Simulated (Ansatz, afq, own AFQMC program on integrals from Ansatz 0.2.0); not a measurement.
# SiGeH (quartet): quantum Monte Carlo beside coupled cluster at angle Si1–Ge2–H3 = 102.9°, cc-pVDZ, part 2 of 2

Ansatz 0.2.0, Gaussian basis, and an in-house AFQMC program (afq) on its integrals; all values are calculated; cc-pVDZ, frozen cores. Earlier steps stand in the parts before.

**10. Phaseless AFQMC, CISD trial on UHF**

It reads the integrals that the CCSD(T) run on this determinant wrote.

On the command line:

```bash
$ afq ham --method phaseless --trial cisd --walkers 60 --populations 1 --least-time 40 --time-step 0.005 --steps-per-block 50 --equilibration-blocks 28 --max-blocks 300 --target-error 0.00036 --factor-cut 1e-05 --start spin_pure --seed 7425 --release-times 0.24,0.51,0.99,1.62,2.4 --release-step 0.03 --release-every 4 --taylor-order 6
```

The log of the run:

```text
orbitals 31  electrons 6 3  factors 236 of 556
reference energy -2364.75169773 Eh
CCSD correlation -0.16533168 Eh in 15 cycles, weight of the determinant in the CISD state 0.8592
energy of the start -2364.916329 Eh
 block  time / (1/Eh)  mean weight  energy / Eh
     1     0.250  1.0003  -2364.914847
     2     0.500  1.0008  -2364.915603
     3     0.750  1.0011  -2364.918570
     4     1.000  1.0007  -2364.920530
     5     1.250  0.9998  -2364.921866
     6     1.500  1.0017  -2364.919605
     7     1.750  0.9989  -2364.920184
     8     2.000  0.9986  -2364.919927
     9     2.250  0.9997  -2364.922764
    10     2.500  1.0016  -2364.922518
    17     4.250  1.0017  -2364.931899
    25     6.250  1.0000  -2364.926048
    33     8.250  0.9988  -2364.924209
    41    10.250  1.0009  -2364.925095
    49    12.250  0.9989  -2364.924848
    57    14.250  0.9981  -2364.921717
    65    16.250  1.0017  -2364.927045
    73    18.250  0.9987  -2364.924352
    81    20.250  0.9985  -2364.922268
    89    22.250  0.9993  -2364.922021
    97    24.250  0.9990  -2364.928145
   105    26.250  0.9996  -2364.924036
   113    28.250  0.9986  -2364.927494
   121    30.250  0.9994  -2364.922425
   129    32.250  0.9992  -2364.931410
   137    34.250  1.0012  -2364.928642
   145    36.250  1.0002  -2364.922142
   153    38.250  1.0004  -2364.921665
   161    40.250  0.9980  -2364.923782
   169    42.250  1.0004  -2364.921409
   177    44.250  1.0019  -2364.923964
   185    46.250  1.0007  -2364.924715
   193    48.250  0.9913  -2364.936612
   201    50.250  0.9997  -2364.920621
   209    52.250  0.9998  -2364.919411
   217    54.250  0.9995  -2364.922803
   225    56.250  0.9992  -2364.928054
   233    58.250  1.0005  -2364.926134
   241    60.250  1.0005  -2364.926945
   249    62.250  1.0015  -2364.926805
   257    64.250  0.9995  -2364.926002
   265    66.250  1.0002  -2364.926088
   273    68.250  1.0002  -2364.924000
   281    70.250  1.0003  -2364.929689
   289    72.250  1.0001  -2364.926548
   297    74.250  1.0016  -2364.923772
   305    76.250  1.0007  -2364.925380
   313    78.250  0.9998  -2364.925547
   321    80.250  1.0005  -2364.925398
blocks merged  error / Eh  count
     1  0.000191  300
     2  0.000244  150
     4  0.000301  75
     8  0.000364  37
    16  0.000438  18
    32  0.000440  9
released: time / (1/Eh)  energy / Eh  error  mean overlap
  0.24  -2364.925731  0.000484  1.0007
  0.51  -2364.925683  0.000358  1.0003
  0.99  -2364.925647  0.000302  1.0049
  1.62  -2364.926100  0.000300  1.0053
  2.40  -2364.925802  0.000351  0.9917
energy -2364.925561 +/- 0.000438 Eh
```

It took 3.6 min on 1 thread of Arm Neoverse V2, shared host.

Energy -64352.9029 ± 0.0119 eV. Caveats: constraint bias not in the error.

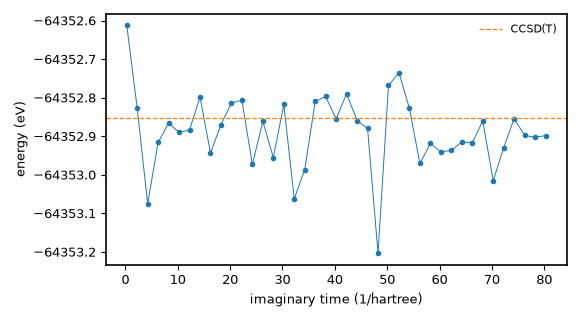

Block energies along the walk.

**11. Phaseless AFQMC, single-determinant trial on UHF**

It reads the integrals that the CCSD(T) run on this determinant wrote.

On the command line:

```bash
$ afq ham --method phaseless --trial hf --walkers 120 --populations 1 --least-time 40 --time-step 0.005 --steps-per-block 20 --equilibration-blocks 112 --max-blocks 600 --target-error 0.00108 --factor-cut 1e-05 --start spin_pure --seed 2767 --taylor-order 6
```

The log of the run:

```text
orbitals 31  electrons 6 3  factors 236 of 556
reference energy -2364.75169773 Eh
CCSD correlation -0.16533168 Eh in 15 cycles, weight of the determinant in the CISD state 0.8592
energy of the start -2364.752007 Eh
 block  time / (1/Eh)  mean weight  energy / Eh
     1     0.100  1.0003  -2364.774231
     2     0.200  1.0012  -2364.791861
     3     0.300  1.0005  -2364.809668
     4     0.400  1.0011  -2364.825667
     5     0.500  1.0023  -2364.835053
     6     0.600  1.0001  -2364.850614
     7     0.700  1.0016  -2364.855111
     8     0.800  1.0003  -2364.855985
     9     0.900  1.0004  -2364.856946
    10     1.000  1.0007  -2364.861210
    13     1.300  0.9998  -2364.871348
    25     2.500  1.0012  -2364.907095
    37     3.700  1.0006  -2364.919162
    49     4.900  0.9999  -2364.926704
    61     6.100  0.9997  -2364.922337
    73     7.300  0.9999  -2364.920043
    85     8.500  0.9991  -2364.901578
    97     9.700  1.0006  -2364.914170
   109    10.900  1.0006  -2364.921377
   121    12.100  0.9988  -2364.926675
   133    13.300  0.9993  -2364.919254
   145    14.500  0.9995  -2364.929025
   157    15.700  1.0002  -2364.912407
   169    16.900  1.0001  -2364.904427
   181    18.100  1.0001  -2364.911096
   193    19.300  0.9994  -2364.903756
   205    20.500  1.0003  -2364.920930
   217    21.700  0.9991  -2364.921258
   229    22.900  0.9991  -2364.913637
   241    24.100  1.0011  -2364.913921
   253    25.300  1.0001  -2364.911859
   265    26.500  1.0005  -2364.915636
   277    27.700  1.0008  -2364.924921
   289    28.900  1.0004  -2364.920585
   301    30.100  1.0002  -2364.915718
   313    31.300  1.0008  -2364.934453
   325    32.500  1.0004  -2364.918678
   337    33.700  1.0004  -2364.915520
   349    34.900  0.9997  -2364.911828
   361    36.100  1.0003  -2364.919350
   373    37.300  0.9996  -2364.923061
   385    38.500  1.0010  -2364.921036
   397    39.700  0.9996  -2364.908957
   409    40.900  1.0002  -2364.914764
   421    42.100  1.0001  -2364.929367
   433    43.300  0.9991  -2364.918944
   445    44.500  0.9987  -2364.905227
   457    45.700  1.0018  -2364.914614
   469    46.900  0.9986  -2364.915836
   481    48.100  0.9993  -2364.926711
   493    49.300  0.9982  -2364.918762
   505    50.500  0.9995  -2364.908210
blocks merged  error / Eh  count
     1  0.000428  400
     2  0.000561  200
     4  0.000724  100
     8  0.000880  50
    16  0.001032  25
    32  0.001057  12
energy -2364.918056 +/- 0.001032 Eh
```

It took 1.8 min on 1 thread of Arm Neoverse V2, shared host.

Energy -64352.6987 ± 0.0281 eV. Caveats: constraint bias not in the error.

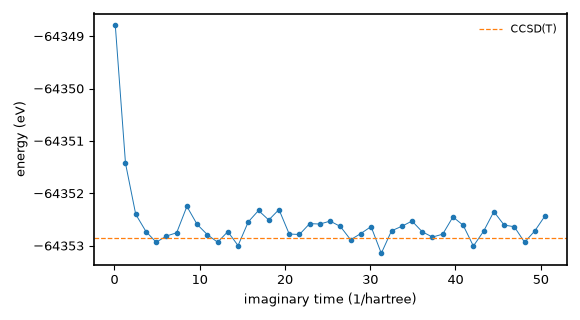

Block energies along the walk.

**12. Free-projection AFQMC, CISD trial on UHF**

It reads the integrals that the CCSD(T) run on this determinant wrote.

On the command line:

```bash
$ afq ham --method free --trial cisd --walkers 60 --time-step 0.03 --max-blocks 80 --target-error 0.00036 --factor-cut 1e-05 --seed 4261 --times 0,0.3,0.6,1.2,1.8,2.4,3.6,4.8,6 --taylor-order 8
```

The log of the run:

```text
orbitals 31  electrons 6 3  factors 236 of 556
reference energy -2364.75169773 Eh
CCSD correlation -0.16533168 Eh in 15 cycles, weight of the determinant in the CISD state 0.8592
repeat  energy at the last time / Eh  error
    10  -2364.925859  0.001345
    20  -2364.926373  0.000928
    30  -2364.924715  0.000945
    40  -2364.925452  0.000887
    50  -2364.925709  0.000796
    60  -2364.925858  0.000707
    70  -2364.925968  0.000632
    80  -2364.926076  0.000585
time / (1/Eh)  energy / Eh  error  mean overlap
  0.00  -2364.917025  0.000093  1.1640
  0.30  -2364.920445  0.000143  1.1643
  0.60  -2364.922296  0.000170  1.1664
  1.20  -2364.924100  0.000193  1.1704
  1.80  -2364.924929  0.000222  1.1728
  2.40  -2364.924944  0.000284  1.1923
  3.60  -2364.925407  0.000296  1.2273
  4.80  -2364.926192  0.000428  1.2339
  6.00  -2364.926076  0.000585  1.2550
energy -2364.926076 +/- 0.000585 Eh
```

Wall time 2.6 min (1 thread of Arm Neoverse V2, shared host).

Energy -64352.9169 ± 0.0159 eV. Caveats: remainder of the start not in the error; error above the target.

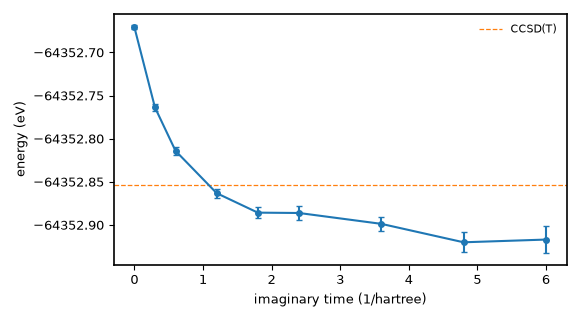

Energy against projection time, with error bars.

**13. Phaseless AFQMC, CISD trial on UHF (settings varied)**

It reads the integrals that the CCSD(T) run on this determinant wrote.

On the command line:

```bash
$ afq ham --method phaseless --trial cisd --walkers 20 --populations 1 --least-time 40 --time-step 0.04 --steps-per-block 50 --equilibration-blocks 3 --max-blocks 20 --target-error 0.00072 --factor-cut 1e-05 --start spin_pure --seed 9161 --release-times 0.5,1,2 --release-step 0.02 --release-every 1 --taylor-order 6
```

The log of the run:

```text
orbitals 31  electrons 6 3  factors 236 of 556
reference energy -2364.75169773 Eh
CCSD correlation -0.16533168 Eh in 15 cycles, weight of the determinant in the CISD state 0.8592
energy of the start -2364.916329 Eh
 block  time / (1/Eh)  mean weight  energy / Eh
     1     2.000  1.0248  -2364.925618
     2     4.000  0.9847  -2364.924961
     3     6.000  0.9901  -2364.929577
     4     8.000  0.9986  -2364.918569
     5    10.000  0.9968  -2364.936132
     6    12.000  1.0008  -2364.941890
     7    14.000  1.0132  -2364.926014
     8    16.000  0.9955  -2364.929590
     9    18.000  1.0008  -2364.927322
    10    20.000  0.9954  -2364.917565
    11    22.000  1.0129  -2364.927977
    12    24.000  0.9986  -2364.924473
    13    26.000  0.9750  -2364.924617
    14    28.000  0.9985  -2364.920587
    15    30.000  0.9732  -2364.918152
    16    32.000  1.0002  -2364.923257
    17    34.000  0.9877  -2364.925681
    18    36.000  1.0289  -2364.915904
    19    38.000  0.9897  -2364.926850
    20    40.000  0.9991  -2364.931173
    21    42.000  0.9952  -2364.926308
    22    44.000  0.9966  -2364.923856
    23    46.000  0.9893  -2364.920054
blocks merged  error / Eh  count
     1  0.001419  20
     2  0.001376  10
released: time / (1/Eh)  energy / Eh  error  mean overlap
  0.50  -2364.924962  0.001071  1.0320
  1.00  -2364.924979  0.000706  1.0440
  2.00  -2364.925615  0.000957  1.0477
energy -2364.925300 +/- 0.001419 Eh
```

It took 9.1 s on 1 thread of Arm Neoverse V2, shared host.

Energy -64352.8958 ± 0.0386 eV. The run doesn't count as converged. Caveats: constraint bias not in the error; error not settled; error above the target.

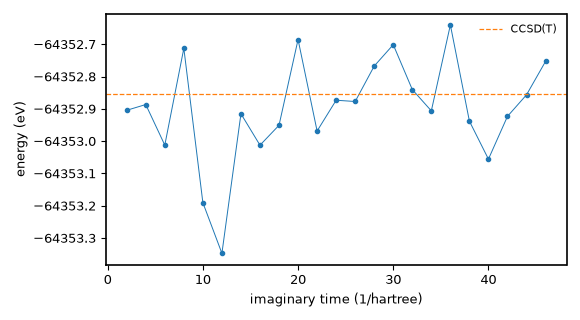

Block energies along the walk.

**14. AFQMC on the ladder**

On the UHF determinant, counted from CCSDT(Q) (a yardstick, not exact):

| level | energy (eV) | from CCSDT(Q) (kcal/mol) | statistical error (kcal/mol) | time |
| --- | --- | --- | --- | --- |
| HF | -64348.1718 | +109.32 |  |  |
| MP2 | -64351.7230 | +27.43 |  |  |
| CCSD | -64352.6707 | +5.58 |  |  |
| CCSD(T) | -64352.8537 | +1.36 |  |  |
| CCSDT(Q) | -64352.9126 | 0.00 |  |  |
| Phaseless AFQMC, CISD trial, step 0.005, 60 walkers | -64352.9029 | +0.22 | 0.28 | 3.6 min |
| Phaseless AFQMC, single-determinant trial, step 0.005, 120 walkers | -64352.6987 | +4.93 | 0.65 | 1.8 min |
| Free-projection AFQMC, CISD trial, step 0.03, 60 walkers | -64352.9169 | -0.10 | 0.37 | 2.6 min |

The functionals' totals stand on their own zeros and serve differences with other points: PBE -64395.230 eV; r2SCAN -64406.671 eV; PBE0 -64397.326 eV; B3LYP -64409.524 eV; wB97M-V -64403.895 eV; B2PLYP -64392.881 eV.

**15. Results**

This closing draws on all 2 parts.

| quantity | value |
| --- | --- |
| CCSD(T) on UHF from CCSDT(Q) | +1.36 kcal/mol |
| Phaseless AFQMC, CISD trial on UHF from CCSDT(Q) | +0.22 ± 0.28 kcal/mol |
| Phaseless AFQMC, single-determinant trial on UHF from CCSDT(Q) | +4.93 ± 0.65 kcal/mol |
| Free-projection AFQMC, CISD trial on UHF from CCSDT(Q) | -0.10 ± 0.37 kcal/mol |

**Reading.** On UHF the phaseless walk with the CISD trial lies +0.22 kcal/mol from CCSDT(Q), within three error bars. A single-determinant trial moves the result by +4.71 kcal/mol. Free projection has no constraint; at the last time it gives -0.10 ± 0.37 kcal/mol, and from a start that isn't spin pure other spins can mix in. Error bars are statistical and leave out the constraint, the time step and what remains of the start.
